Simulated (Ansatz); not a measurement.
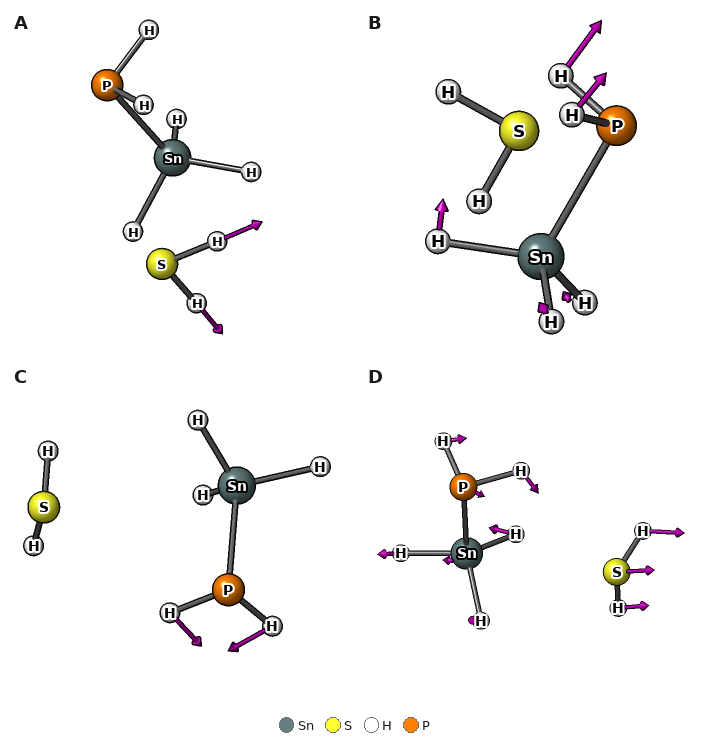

4 normal modes of one molecule or complex, as arrows. Harmonic vibrations computed with RKS PBE0-D4/def2-TZVP, core potentials on Sn (Ansatz 0.2.0) at a stationary point of the same level.

Question: Match the panels to the wavenumbers 49 cm⁻¹, 652 cm⁻¹, 1094 cm⁻¹, 2724 cm⁻¹.

Answer: A: 2724 cm⁻¹, in-phase stretching of 2 S–H bonds
B: 652 cm⁻¹, H–P–Sn bending
C: 1094 cm⁻¹, H–P–H bending
D: 49 cm⁻¹
